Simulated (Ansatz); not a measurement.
A series of calculations on BH$_{2}$F$_{2}$

Part 1: Relaxation

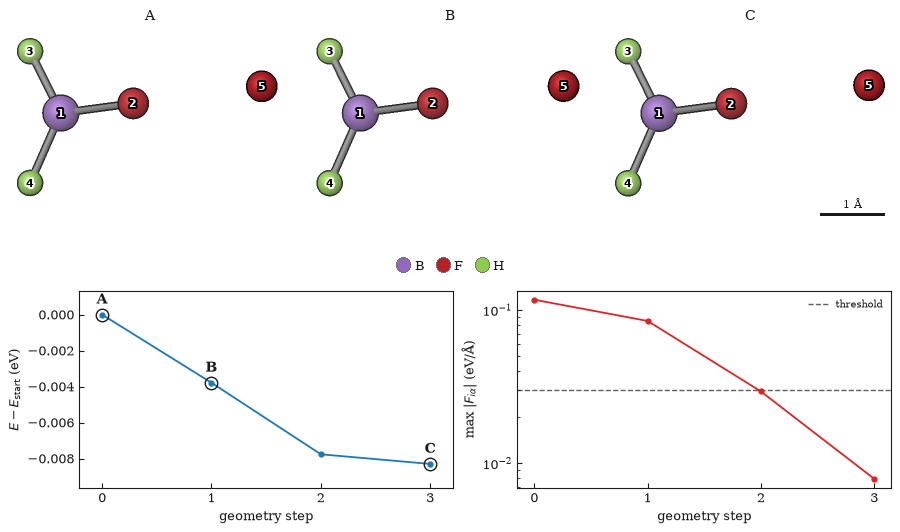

Frames of a relaxation of BH₂F₂ (multiplicity 2), marked on the history of the run. A ball-and-stick model, seen at a tilt.

The run prepares an end point of a later path (reaction) calculation, from a guessed geometry.

Level of theory: UKS PBE0/def2-SVP in Ansatz 0.2.0.

The input:
```yaml
crystal:
  periodic: [false, false, false]
  atoms:
    - { symbol: B, position_ang: [0.0, 0.0, -0.09421] }
    - { symbol: F, position_ang: [0.0, 0.0, 1.225167] }
    - { symbol: H, position_ang: [1.069248, 0.0, -0.654874] }
    - { symbol: H, position_ang: [-1.069248, 0.0, -0.654874] }
    - { symbol: F, position_ang: [0.0, 0.0, 3.56879] }
magnetization:
  spin_polarized: true
  initial_magnetization: 1
basis:
  gaussian: { orbitals: def2-SVP }
hamiltonian:
  xc: pbe0
relax:
  f_tol: 0.03
  max_steps: 50
```

Run as
```bash
ansatz run input.yaml --threads 1 --pin off --max-ram 2048MiB --backend cpu --events-out ev --progress --plain --runs-dir out
```

Describe the path.

Answer. Over 3 geometry steps the energy falls by 0.008 eV. The largest force component goes from 0.12 to 0.0079 eV/Å. The atom that moves furthest after the best rigid fit is F5 (0.13 Å). Largest moves by element: F 0.13 Å, H 0.03 Å, B 0.03 Å. The run took 20 s on 1 thread of AMD EPYC 7R43 64-Core Processor (Zen 3) (shared host), peak memory 0.14 GiB. From step 0 to 1: F5 moves most (0.03 Å), energy −0.004 eV. From step 1 to 3: F5 moves most (0.10 Å), energy −0.005 eV.

```tsv
step	E − E(0), eV	largest force component, eV/Å
0	0.0000	0.1169
1	-0.0038	0.0849
2	-0.0078	0.0295
3	-0.0083	0.0079
```

Limits of the set-up: the start holds two separate molecules, 2.3 Å apart at their closest, whose relative position is a soft coordinate and is computed without a dispersion correction.

Part 2: Relaxation

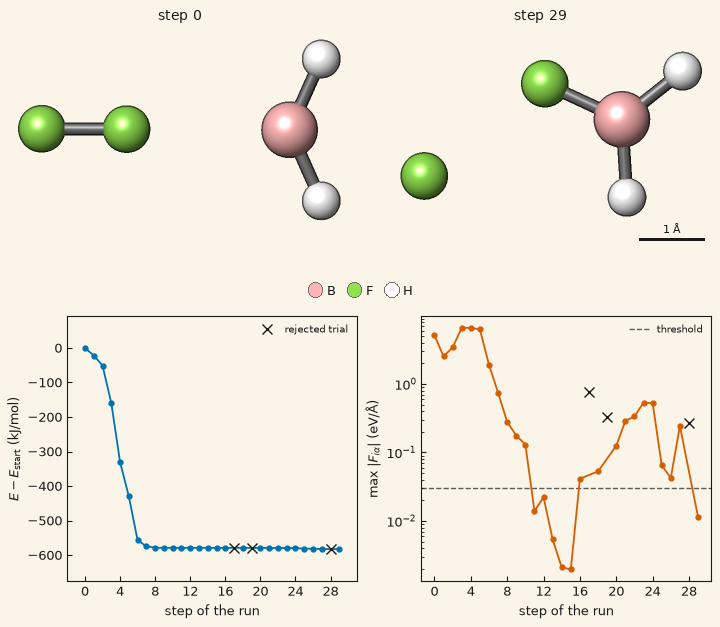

First and last geometry of a relaxation of BH2F2 (multiplicity 2), with the history of the run. Style: ball-and-stick. Shown at a tilt.

The run prepares an end point of a later path (reaction) calculation, from a guessed geometry.

These are results of UKS PBE0/def2-SVP (Ansatz), not measurements. Settings: collinear spin; force threshold 0.03 eV/Å; at most 50 steps.

Read the history and describe the run.

It converged. An F atom moves most after the best rigid fit: 1.14 Å. Largest moves by element: F 1.14 Å, H 0.84 Å, B 0.46 Å. Some distances before and after: B–F 2.523 → 1.320 Å, F–F 1.311 → 2.347 Å. New bonds form, among them: B–F (2.52 → 1.32 Å). Bonds break, among them: F–F (1.31 → 2.35 Å). Bond angles that change, for instance: H–B–H 132.0° → 124.8°. After 26 accepted moves (29 points after the start) the energy has fallen by 582.8 kJ/mol. The largest force component goes from 5.1 to 0.011 eV/Å. The line search rejected the trial steps at points 17, 19, 28 of the run. The forces were under the threshold at step 11, but the run went on from there. Cost: 93 s on 1 thread of AMD EPYC 7R43 64-Core Processor (Zen 3), on a shared host, peak memory 0.13 GiB.

Limits of the set-up: the start holds two separate molecules, 2.5 Å apart at their closest, whose relative position is a soft coordinate and is computed without a dispersion correction.

Part 3: Path

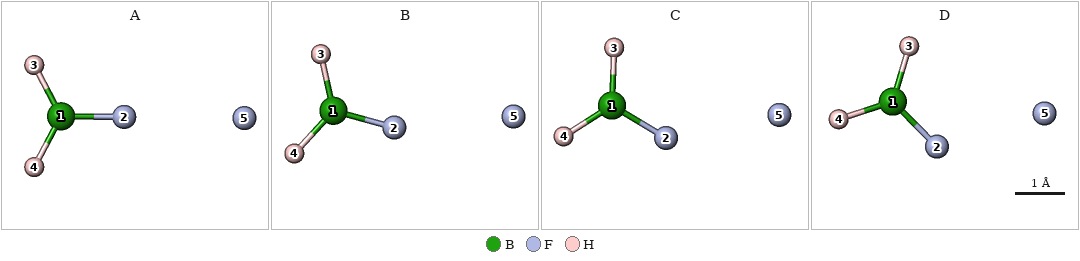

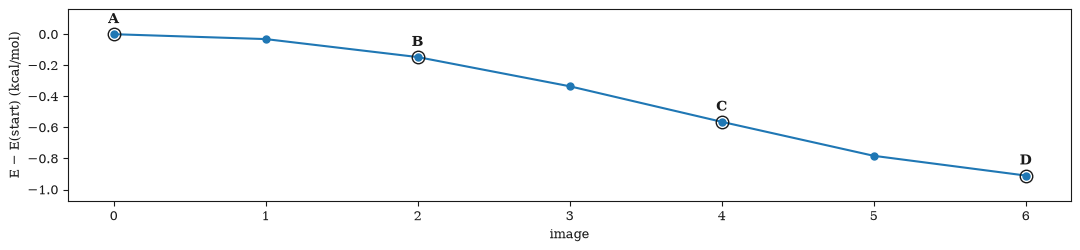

NEB run on BH2F2 (multiplicity 2), made up at the start of BH2F and F. Images are numbered from 0 (start) to 6 (end). Frames A to D are images 0, 2, 4, 6. The picture is a ball-and-stick view, seen face on.

Method: UKS PBE0/def2-SVP in Ansatz 0.2.0. Set-up: 5 movable images; climbing image; force threshold 0.05 eV/Å; iteration limit 60; starting path through a guess of the saddle point.

Question: Read off the barrier and say what moves.

Answer: No barrier shows: the energy is highest at the start, and the end lies 0.91 kcal/mol below the start. No bond forms or breaks between the ends. The band converged in 16 iterations. The largest component of the band force went from 17 to 0.021 eV/Å.

Limits of the set-up: the start holds two separate molecules, 2.5 Å apart at their closest, whose relative position is a soft coordinate and is computed without a dispersion correction.

The run took 4.2 min on 1 thread of AMD EPYC 7R43 64-Core Processor (Zen 3), on a shared host, peak memory 0.14 GiB.
